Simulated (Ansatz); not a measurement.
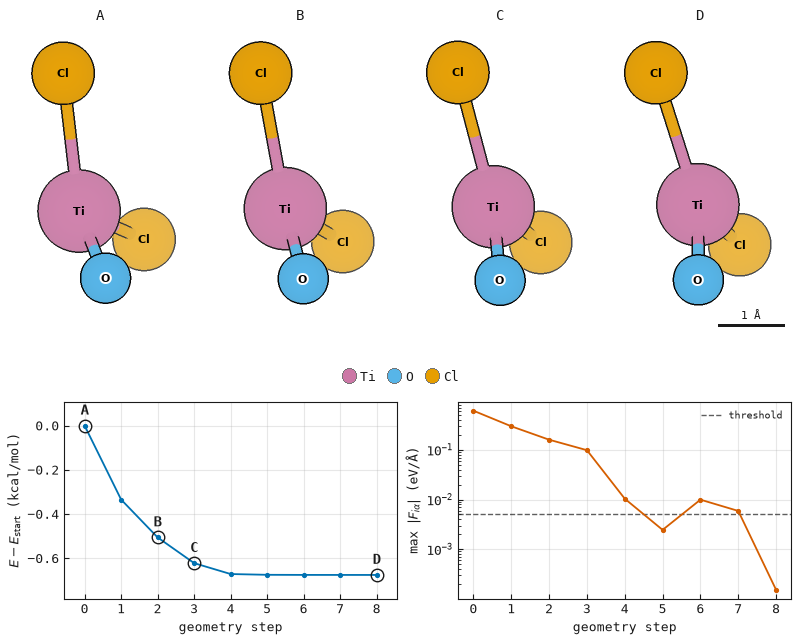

Frames of a relaxation of TiOCl$_{2}$, marked on the history of the run. The picture is a ball-and-stick view, seen from a free direction.

It is one of the separated products of a reaction.

All numbers below come from Ansatz, RKS PBE0-D4/def2-TZVP. (force threshold 0.005 eV/Å; at most 200 steps)

What happens along the run?

Answer. Over 8 geometry steps the energy falls by 0.68 kcal/mol. Largest force component: 0.61 eV/Å at the start, 0.00015 eV/Å at the end. The forces were under the threshold at step 5, but the run went on from there. The Ti atom moves most after the best rigid fit: 0.30 Å. Largest moves by element: Ti 0.30 Å, Cl 0.12 Å, O 0.11 Å. Near-neighbour distances that change, for instance: O–Ti 1.593 → 1.581 Å. Bond angles that change, for instance: Cl–Ti–Cl 120.6° → 128.5°, O–Ti–Cl 113.5° → 115.7°, O–Ti–Cl 113.5° → 115.7°. Cost: 18 s on 8 threads of Arm Neoverse V1, on a shared host. From step 0 to 2: the Ti atom moves most (0.10 Å), energy −0.51 kcal/mol. From step 2 to 3: the Ti atom moves most (0.13 Å), energy −0.12 kcal/mol. From step 3 to 8: the Ti atom moves most (0.08 Å), energy −0.05 kcal/mol.
